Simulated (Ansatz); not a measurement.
# GaC (quartet): wave-function methods side by side, cc-pVTZ

Aim: climb from Hartree-Fock through coupled cluster and multireference methods for GaC (quartet) at one geometry and basis, and see what each rung misses.

The runs use Ansatz 0.2.0, Gaussian basis; cc-pVTZ, core rule «outside noble gas», up to 15 orbitals frozen.

The runs, in order: UHF; CCSD(T) on ROHF; CCSD(T) on UHF; BCCD(T) on ROHF; CISD; CCSDT(Q) on ROHF; CCSDT(Q) on UHF; CASSCF and MRCISD+Q, 7 electrons in 8 orbitals; CASSCF and NEVPT2, 7 electrons in 8 orbitals.

16 further runs of the same task are left out: 1 for a known fault of the program, 8 that didn't finish, 7 set aside as unsound or not needed.

### 1 What is computed

The geometry is a PBE0/def2-TZVP stationary point (not a proven minimum). No spin-orbit coupling is included. The filled d shell of Ga may be among the frozen orbitals whatever the setting's name suggests; the logs give the count.

2 atoms, charge 0, spin multiplicity 4.

Atoms are counted from 1 here; the program's logs count them from 0.

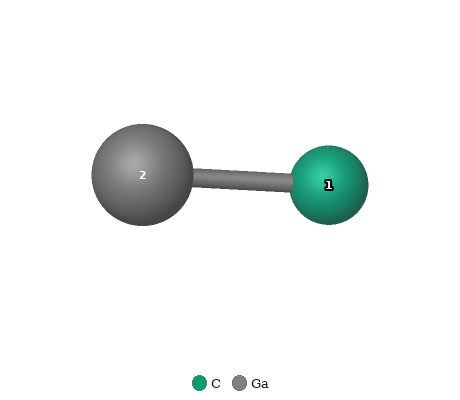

The geometry (carbon teal, gallium grey); atoms are numbered from 1 in the order of the file.

In the tables R marks a restricted open-shell determinant and U an unrestricted one; 'valence' is the active space of 7 electrons in 8 orbitals; energies count from the table's Hartree-Fock row.

### 2 UHF

Input file in.yaml:

```yaml
crystal:
  periodic: [false, false, false]
  atoms:
    - {symbol: C, position_ang: [0.000000, 0.000000, 0.000000]}
    - {symbol: Ga, position_ang: [0.000000, 0.000000, 2.001600]}
basis:
  gaussian: {orbitals: cc-pVTZ}
magnetization: {spin_polarized: true, initial_magnetization: 3}
hamiltonian: {xc: hf}
output: {orbitals: {seedname: orbitals}}
```

Started as:

```sh
ansatz run in.yaml --threads 1 --pin off --events-out ev --progress --plain --max-ram 2393MiB
```

Output:

```text
Functional definition: HF
  name "HF"
  cite "Fock, Z. Phys. 61, 126 (1930) doi:10.1007/BF01340294"
  parent pbe
  exchange = exact_x
  correlation = 0
470 factors; integrals over basis functions are off by at most 1.4e-3 eV
mean field evaluation 1: about -53361.2274 eV, gradient 1.0e1 eV
mean field evaluation 2: about -53361.2742 eV, gradient 1.0e1 eV
mean field evaluation 4: about -53362.3680 eV, gradient 1.9e0 eV
mean field evaluation 8: about -53362.5166 eV, gradient 4.2e-1 eV
mean field evaluation 16: about -53362.5263 eV, gradient 2.1e-5 eV
mean field evaluation 32: about -53358.1070 eV, gradient 7.8e0 eV
mean field -53362.52631739 eV, -1961.0366717446 hartree, gradient 2.1e-5 eV, S^2 3.760226; 0 other end points of the search recorded, 0 dependent functions left out
reference -53362.52631739 eV, -1961.0366717446 hartree; 20, 17 occupied and 53, 56 virtual orbitals, 470 factors
Total energy: -53362.52631739 eV, -1961.0366717446 hartree
```

Run time: 2.4 s. Hardware: 1 thread of Arm Neoverse N1, shared host.

From the report: ⟨S²⟩ of the determinant 3.760 (pure quartet: 3.75).

### 3 CCSD(T) on ROHF

Input file in.yaml:

```yaml
crystal:
  periodic: [false, false, false]
  atoms:
    - {symbol: C, position_ang: [0.000000, 0.000000, 0.000000]}
    - {symbol: Ga, position_ang: [0.000000, 0.000000, 2.001600]}
basis:
  gaussian: {orbitals: cc-pVTZ}
magnetization: {spin_polarized: false, initial_magnetization: 3}
correlation: {method: ccsd_t, electrons: outside_noble_gas}
```

Launched as before.

Output, shortened:

```text
Functional definition: HF
  name "HF"
  cite "Fock, Z. Phys. 61, 126 (1930) doi:10.1007/BF01340294"
  parent pbe
[...]
470 factors; integrals over basis functions are off by at most 1.4e-3 eV
[...]
mean field -53362.45527595 eV, -1961.0340610199 hartree, gradient 3.2e-6 eV, S^2 3.750000; 1 other end points of the search recorded, 0 dependent functions left out
[...]
15 core orbitals not correlated: weight in the atoms' cores, before any rotation towards them, 0.992 or more for the frozen orbitals, at most 0.007 for the correlated occupied ones
reference -53362.45527595 eV, -1961.0340610199 hartree; 5, 2 occupied and 53, 56 virtual orbitals, 470 factors
second order -3.49769372 eV of doubles, -0.03972520 eV of singles
cycle   1  -4.01590707 eV  change   -4.8e-1 eV  update   7.7e-2
[...]
cycle  12  -4.32113149 eV  change    1.1e-6 eV  update   3.1e-6
perturbative correction -0.19048134 eV, -0.0070000602 hartree
Total energy: -53366.96688878 eV, -1961.1998597333 hartree
```

Wall time 8 s (1 thread of Arm Neoverse N1, shared host).

From the report: correlation -4.5116 eV; T1 0.050; largest double amplitude 0.07.

### 4 CCSD(T) on UHF

in.yaml, as its differences from that of step 3:

```diff
@@ -7,3 +7,3 @@
   gaussian: {orbitals: cc-pVTZ}
-magnetization: {spin_polarized: false, initial_magnetization: 3}
+magnetization: {spin_polarized: true, initial_magnetization: 3}
 correlation: {method: ccsd_t, electrons: outside_noble_gas}
```

Launched as before.

Output, shortened:

```text
Functional definition: HF
  name "HF"
  cite "Fock, Z. Phys. 61, 126 (1930) doi:10.1007/BF01340294"
  parent pbe
[...]
470 factors; integrals over basis functions are off by at most 1.4e-3 eV
[...]
mean field -53362.52631739 eV, -1961.0366717446 hartree, gradient 3.5e-6 eV, S^2 3.760226; 8 other end points of the search recorded, 0 dependent functions left out
determinant -53362.52631739 eV, -1961.0366717446 hartree, with singles and doubles -53366.83474548 eV, -1961.1950035564 hartree
determinant -53359.23386771 eV, -1960.9156764504 hartree, with singles and doubles -53363.39512073 eV, -1961.0685996786 hartree
determinant -53359.22205018 eV, -1960.9152421645 hartree, with singles and doubles -53363.48491290 eV, -1961.0718994799 hartree
15 core orbitals not correlated: weight in the atoms' cores, before any rotation towards them, 0.992 or more for the frozen orbitals, at most 0.007 for the correlated occupied ones
reference -53362.52631739 eV, -1961.0366717446 hartree; 5, 2 occupied and 53, 56 virtual orbitals, 470 factors
second order -3.48888908 eV of doubles, -0.00000000 eV of singles
cycle   1  -4.22964121 eV  change   -3.1e-1 eV  update   2.4e-2
[...]
cycle  11  -4.25720444 eV  change   -2.1e-6 eV  update   6.2e-6
perturbative correction -0.18910927 eV, -0.0069496375 hartree
Total energy: -53366.97263110 eV, -1961.2000707597 hartree
```

Run time: 11 s. Hardware: 1 thread of Arm Neoverse N1, shared host.

From the report: ⟨S²⟩ of the determinant 3.760 (pure quartet: 3.75); correlation -4.4463 eV; T1 0.044; largest double amplitude 0.07.

### 5 BCCD(T) on ROHF

Input file in.yaml:

```yaml
crystal:
  periodic: [false, false, false]
  atoms:
    - {symbol: C, position_ang: [0.000000, 0.000000, 0.000000]}
    - {symbol: Ga, position_ang: [0.000000, 0.000000, 2.001600]}
basis:
  gaussian: {orbitals: cc-pVTZ}
magnetization: {spin_polarized: false, initial_magnetization: 3}
correlation: {method: bccd_t, electrons: outside_noble_gas}
```

The command is unchanged.

Output, shortened:

```text
Functional definition: HF
  name "HF"
  cite "Fock, Z. Phys. 61, 126 (1930) doi:10.1007/BF01340294"
  parent pbe
[...]
470 factors; integrals over basis functions are off by at most 1.4e-3 eV
[...]
mean field -53362.45527595 eV, -1961.0340610199 hartree, gradient 3.2e-6 eV, S^2 3.750000; 1 other end points of the search recorded, 0 dependent functions left out
[...]
15 core orbitals not correlated: weight in the atoms' cores, before any rotation towards them, 0.992 or more for the frozen orbitals, at most 0.007 for the correlated occupied ones
reference -53362.45527595 eV, -1961.0340610199 hartree; 5, 2 occupied and 53, 56 virtual orbitals, 470 factors
second order -3.49769372 eV of doubles, -0.03972520 eV of singles
cycle   1  -4.04357902 eV  change   -5.1e-1 eV  update   7.7e-2
[...]
cycle  12  -4.30582801 eV  change   -4.4e-7 eV  update   6.5e-6
perturbative correction -0.20928752 eV, -0.0076911745 hartree
Total energy: -53366.97039148 eV, -1961.1999884550 hartree
```

Wall time 8.5 s (1 thread of Arm Neoverse N1, shared host).

From the report: correlation -4.5151 eV; largest double amplitude 0.07.

### 6 CISD

in.yaml, as its differences from that of step 5:

```diff
@@ -8,2 +8,2 @@
 magnetization: {spin_polarized: false, initial_magnetization: 3}
-correlation: {method: bccd_t, electrons: outside_noble_gas}
+correlation: {active_space: {ras: {orbitals: [2, 3, 53], electrons: 7, max_holes: 2, max_particles: 2}, fixed_orbitals: true}}
```

Launched as before.

Output:

```text
Functional definition: HF
  name "HF"
  cite "Fock, Z. Phys. 61, 126 (1930) doi:10.1007/BF01340294"
  parent pbe
  exchange = exact_x
  correlation = 0
470 factors; integrals over basis functions are off by at most 1.4e-3 eV
mean field evaluation 1: about -53361.2370 eV, gradient 8.9e0 eV
mean field evaluation 2: about -53361.2732 eV, gradient 8.9e0 eV
mean field evaluation 4: about -53362.1896 eV, gradient 3.2e0 eV
mean field evaluation 8: about -53362.4233 eV, gradient 9.6e-1 eV
mean field evaluation 16: about -53362.4553 eV, gradient 1.2e-4 eV
mean field evaluation 32: about -53362.3703 eV, gradient 1.6e0 eV
mean field -53362.45527595 eV, -1961.0340610199 hartree, gradient 3.2e-6 eV, S^2 3.750000; 1 other end points of the search recorded, 0 dependent functions left out
reference -53362.45527595 eV, -1961.0340610199 hartree; 20, 17 occupied and 53, 56 virtual orbitals, 470 factors
state -53366.60024981 eV, -1961.1863859996 hartree
Total energy: -53366.60024981 eV, -1961.1863859996 hartree
```

Wall time 13 s (1 thread of Arm Neoverse N1, shared host).

From the report: 40,578 determinants.

### 7 CCSDT(Q) on ROHF

in.yaml, as its differences from that of step 6:

```diff
@@ -8,2 +8,2 @@
 magnetization: {spin_polarized: false, initial_magnetization: 3}
-correlation: {active_space: {ras: {orbitals: [2, 3, 53], electrons: 7, max_holes: 2, max_particles: 2}, fixed_orbitals: true}}
+correlation: {method: ccsdt_q, electrons: outside_noble_gas}
```

Launched as before.

Output, shortened:

```text
Functional definition: HF
  name "HF"
  cite "Fock, Z. Phys. 61, 126 (1930) doi:10.1007/BF01340294"
  parent pbe
[...]
841 factors; integrals over basis functions are off by at most 1.5e-7 eV
[...]
mean field -53362.45531565 eV, -1961.0340624789 hartree, gradient 3.1e-6 eV, S^2 3.750000; 1 other end points of the search recorded, 0 dependent functions left out
[...]
15 core orbitals not correlated: weight in the atoms' cores, before any rotation towards them, 0.992 or more for the frozen orbitals, at most 0.007 for the correlated occupied ones
reference -53362.45531565 eV, -1961.0340624789 hartree; 5, 2 occupied and 53, 56 virtual orbitals, 841 factors
second order -3.49771606 eV of doubles, -0.03972512 eV of singles
cycle   1  -4.01591297 eV  change   -4.8e-1 eV  update   8.4e-2
[...]
cycle  19  -4.55348999 eV  change   -5.1e-7 eV  update   1.9e-7
perturbative correction -0.01091450 eV, -0.0004011003 hartree
Total energy: -53367.01972014 eV, -1961.2018012499 hartree
```

Wall time 73 s (1 thread of Arm Neoverse N1, shared host); peak memory 0.52 GiB.

From the report: correlation -4.5644 eV; T1 0.057; largest double amplitude 0.08.

### 8 CCSDT(Q) on UHF

in.yaml, as its differences from that of step 7:

```diff
@@ -7,3 +7,3 @@
   gaussian: {orbitals: cc-pVTZ}
-magnetization: {spin_polarized: false, initial_magnetization: 3}
+magnetization: {spin_polarized: true, initial_magnetization: 3}
 correlation: {method: ccsdt_q, electrons: outside_noble_gas}
```

Same command.

Output, shortened:

```text
Functional definition: HF
  name "HF"
  cite "Fock, Z. Phys. 61, 126 (1930) doi:10.1007/BF01340294"
  parent pbe
[...]
841 factors; integrals over basis functions are off by at most 1.5e-7 eV
[...]
mean field -53362.52635696 eV, -1961.0366731989 hartree, gradient 4.0e-6 eV, S^2 3.760226; 8 other end points of the search recorded, 0 dependent functions left out
determinant -53362.52635696 eV, -1961.0366731989 hartree, with singles and doubles -53366.83591697 eV, -1961.1950466079 hartree
determinant -53359.23390709 eV, -1960.9156778978 hartree, with singles and doubles -53363.40188030 eV, -1961.0688480883 hartree
determinant -53359.22209556 eV, -1960.9152438322 hartree, with singles and doubles -53363.48379451 eV, -1961.0718583797 hartree
15 core orbitals not correlated: weight in the atoms' cores, before any rotation towards them, 0.992 or more for the frozen orbitals, at most 0.007 for the correlated occupied ones
reference -53362.52635696 eV, -1961.0366731989 hartree; 5, 2 occupied and 53, 56 virtual orbitals, 841 factors
second order -3.48891139 eV of doubles, -0.00000000 eV of singles
cycle   1  -3.95997382 eV  change   -4.7e-1 eV  update   8.2e-2
[...]
cycle  18  -4.48768507 eV  change   -2.5e-7 eV  update   4.3e-7
perturbative correction -0.01194512 eV, -0.0004389751 hartree
Total energy: -53367.02598715 eV, -1961.2020315585 hartree
```

Run time: 75 s. Hardware: 1 thread of Arm Neoverse N1, shared host; peak memory 0.48 GiB.

From the report: ⟨S²⟩ of the determinant 3.760 (pure quartet: 3.75); correlation -4.4996 eV; T1 0.050; largest double amplitude 0.08.

### 9 CASSCF and MRCISD+Q, 7 electrons in 8 orbitals

Input file in.yaml:

```yaml
crystal:
  periodic: [false, false, false]
  atoms:
    - {symbol: C, position_ang: [0.000000, 0.000000, 0.000000]}
    - {symbol: Ga, position_ang: [0.000000, 0.000000, 2.001600]}
basis:
  gaussian: {orbitals: cc-pVTZ}
magnetization: {spin_polarized: false, initial_magnetization: 3}
correlation: {method: fic_mrcisd_q, electrons: outside_noble_gas, active_space: {window: {electrons: 7, orbitals: 8}, shells: [{species: C, l: s, shell: 2}, {species: C, l: p, shell: 2}, {species: Ga, l: s, shell: 4}, {species: Ga, l: p, shell: 4}]}}
```

Launched as before.

Output, shortened:

```text
Functional definition: HF
  name "HF"
  cite "Fock, Z. Phys. 61, 126 (1930) doi:10.1007/BF01340294"
  parent pbe
[...]
841 factors; integrals over basis functions are off by at most 1.5e-7 eV
[...]
mean field -53362.45531565 eV, -1961.0340624789 hartree, gradient 3.1e-6 eV, S^2 3.750000; 1 other end points of the search recorded, 0 dependent functions left out
reference -53362.45531565 eV, -1961.0340624789 hartree; 20, 17 occupied and 53, 56 virtual orbitals, 841 factors
state -53363.84168700 eV, -1961.0850106863 hartree
contracted CI cycle   1: correlation 0.00000000 eV, 0.0000000000 hartree, residual 1.48e1 eV
contracted CI cycle   2: correlation -2.86244544 eV, -0.1051929297 hartree, residual 2.85e0 eV
contracted CI cycle   3: correlation -2.96830972 eV, -0.1090833702 hartree, residual 6.71e-1 eV
contracted CI cycle   4: correlation -2.97414406 eV, -0.1092977784 hartree, residual 1.64e-1 eV
contracted CI cycle   5: correlation -2.97450803 eV, -0.1093111539 hartree, residual 4.44e-2 eV
contracted CI cycle   6: correlation -2.97453390 eV, -0.1093121048 hartree, residual 1.25e-2 eV
contracted CI cycle   7: correlation -2.97453582 eV, -0.1093121753 hartree, residual 3.06e-3 eV
contracted CI cycle   8: correlation -2.97453594 eV, -0.1093121797 hartree, residual 8.20e-4 eV
state -53363.84168700 eV, -1961.0850106863 hartree; corrected -53366.99252518 eV, -1961.2008018536 hartree
Total energy: -53366.99252518 eV, -1961.2008018536 hartree
Checks for a lower state left out: starts, orbital_swaps
```

Run time: 10 s. Hardware: 1 thread of Arm Neoverse N1, shared host.

From the report: 400 determinants; active occupations 1.98, 1.92, 1.01, 0.99, 0.99, 0.05, 0.05, 0.03.

### 10 CASSCF and NEVPT2, 7 electrons in 8 orbitals

Input file in.yaml:

```yaml
crystal:
  periodic: [false, false, false]
  atoms:
    - {symbol: C, position_ang: [0.000000, 0.000000, 0.000000]}
    - {symbol: Ga, position_ang: [0.000000, 0.000000, 2.001600]}
basis:
  gaussian: {orbitals: cc-pVTZ}
magnetization: {spin_polarized: false, initial_magnetization: 3}
correlation: {method: sc_nevpt2, electrons: outside_noble_gas, active_space: {window: {electrons: 7, orbitals: 8}, shells: [{species: C, l: s, shell: 2}, {species: C, l: p, shell: 2}, {species: Ga, l: s, shell: 4}, {species: Ga, l: p, shell: 4}]}}
```

Same command.

Output:

```text
Functional definition: HF
  name "HF"
  cite "Fock, Z. Phys. 61, 126 (1930) doi:10.1007/BF01340294"
  parent pbe
  exchange = exact_x
  correlation = 0
841 factors; integrals over basis functions are off by at most 1.5e-7 eV
mean field evaluation 1: about -53361.2368 eV, gradient 8.9e0 eV
mean field evaluation 2: about -53361.2733 eV, gradient 8.9e0 eV
mean field evaluation 4: about -53362.1897 eV, gradient 3.2e0 eV
mean field evaluation 8: about -53362.4233 eV, gradient 9.6e-1 eV
mean field evaluation 16: about -53362.4553 eV, gradient 1.2e-4 eV
mean field evaluation 32: about -53362.3703 eV, gradient 1.6e0 eV
mean field -53362.45531565 eV, -1961.0340624789 hartree, gradient 3.1e-6 eV, S^2 3.750000; 1 other end points of the search recorded, 0 dependent functions left out
reference -53362.45531565 eV, -1961.0340624789 hartree; 20, 17 occupied and 53, 56 virtual orbitals, 841 factors
state -53363.84168700 eV, -1961.0850106863 hartree
state -53363.84168700 eV, -1961.0850106863 hartree; corrected -53366.39322852 eV, -1961.1787781075 hartree
Total energy: -53366.39322852 eV, -1961.1787781075 hartree
Checks for a lower state left out: starts, orbital_swaps
```

Wall time 7.5 s (1 thread of Arm Neoverse N1, shared host).

From the report: 400 determinants; active occupations 1.98, 1.92, 1.01, 0.99, 0.99, 0.05, 0.05, 0.03.

### 11 How many determinants matter

Natural occupations of the CASSCF valence state about the gap (report; correlated orbitals 1 to 8): 1.975, 1.918, 1.013, 0.987, 0.987, 0.047, 0.047, 0.025. The count of effectively unpaired electrons, Σ n²(2 − n)², is 3.05; a single determinant of this spin has 3.

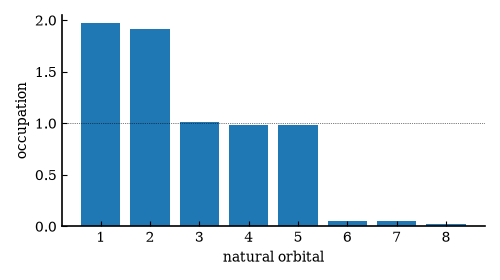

Natural occupations of the CASSCF valence state.

### 12 All levels against the top one

The yardstick is UCCSDT(Q), where the cluster series has nearly closed. Rows without a time come out of other runs: HF, MP2 and CCSD of CCSD(T), CCSDT of CCSDT(Q), CASSCF and MRCISD of the multireference runs.

Differences are taken before rounding.

```csv
method,energy from the lowest ROHF (kJ/mol),from UCCSDT(Q) (kJ/mol),time
ROHF,0.0,+441.0,
UHF,-6.9,+434.2,
RMP2,-341.3,+99.7,
UMP2,-343.5,+97.5,
RCCSD,-416.9,+24.1,
UCCSD,-417.6,+23.4,
RCCSD(T),-435.3,+5.7,8 s
UCCSD(T),-435.9,+5.1,11 s
BCCD(T),-435.6,+5.4,8.5 s
RCCSDT,-439.3,+1.7,
UCCSDT,-439.9,+1.2,
RCCSDT(Q),-440.4,+0.6,73 s
UCCSDT(Q),-441.0,0,75 s
CASSCF valence,-133.8,+307.2,
NEVPT2 valence,-380.0,+61.1,7.5 s
MRCISD valence,-420.8,+20.2,
MRCISD+Q valence,-437.8,+3.2,10 s
```

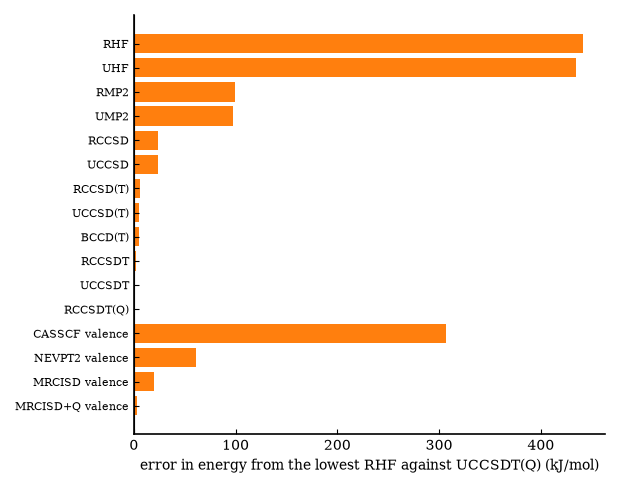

How far each level lands from UCCSDT(Q).

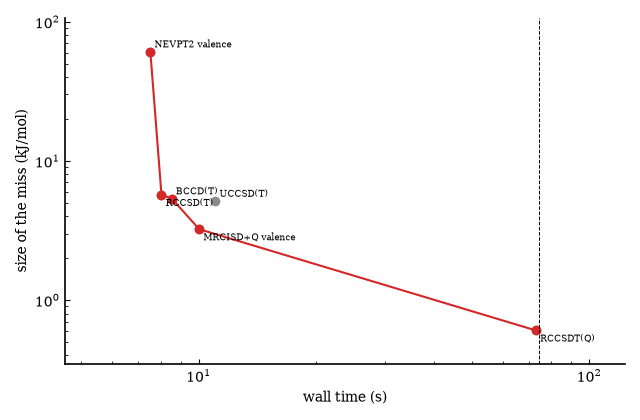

Accuracy for the time spent; red marks the levels that beat every quicker one drawn (of those quicker than the yardstick), and the dashed line is the time of UCCSDT(Q). Times are from a shared host.

Not comparable, so not listed: CISD (they don't share determinant, frozen orbitals or solution with the rows shown, or repeat one).

With the free atoms at the same levels and basis (separate runs), the atomisation energy is 3.026 eV at UCCSDT(Q), 2.994 eV at RCCSD(T), 2.994 eV at UCCSD(T), 2.412 eV at ROHF.

### 13 Outcome

| quantity | value |
| --- | --- |
| UCCSDT(Q) from the ROHF energy | -4.5707 eV |
| RMP2 from UCCSDT(Q) | +99.7 kJ/mol |
| UMP2 from UCCSDT(Q) | +97.5 kJ/mol |
| RCCSD from UCCSDT(Q) | +24.1 kJ/mol |
| RCCSD(T) from UCCSDT(Q) | +5.7 kJ/mol |
| UCCSD(T) from UCCSDT(Q) | +5.1 kJ/mol |
| RCCSDT(Q) from UCCSDT(Q) | +0.6 kJ/mol |
| NEVPT2 valence from UCCSDT(Q) | +61.1 kJ/mol |
| MRCISD+Q valence from UCCSDT(Q) | +3.2 kJ/mol |
| levels within 1 kcal/mol (43 meV) | RCCSDT, UCCSDT, RCCSDT(Q), MRCISD+Q valence |
| T1 diagnostic | 0.050 |
| effectively unpaired electrons | 3.05 |

**Reading.** RCCSD(T) lands +5.7 kJ/mol from the yardstick (1.3 % of the correlation energy). The occupations are near whole numbers, but T1 = 0.050 shows that the orbitals relax strongly. Of the multireference levels listed MRCISD+Q valence comes nearest in total energy (+3.2 kJ/mol), which doesn't show that its space is the better one. These misses are within one basis, not against nature; the frozen cores of restricted and unrestricted runs differ, which can shift their rows.

For cost: RCCSDT(Q) gets within 0.6 kJ/mol in 73 s, where UCCSDT(Q) took 75 s; the quickest level in the cost chart, NEVPT2 valence, takes 7.5 s and misses by 61.1 kJ/mol.
